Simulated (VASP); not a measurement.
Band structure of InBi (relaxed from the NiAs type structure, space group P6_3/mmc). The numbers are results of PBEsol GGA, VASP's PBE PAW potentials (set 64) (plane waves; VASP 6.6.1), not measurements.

Unless said otherwise, spin-orbit coupling is left out, though it shifts the bands of the heavy elements here.

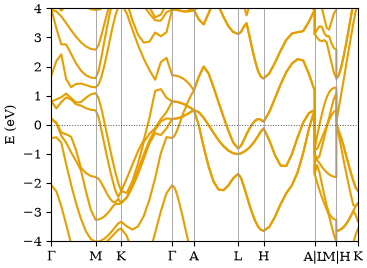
Figure: Bands along high-symmetry lines, zero at the valence-band maximum or, without a gap, the Fermi level

Problem. Read the plot: is there a gap, and where are the band edges?

Solution. It has no gap at this level: it comes out as a metal or semimetal. (Edges off the drawn lines would not show.)

The structure was generated: InBi was put into the NiAs type type (P6_3/mmc), which need not be its known phase. It was relaxed first.
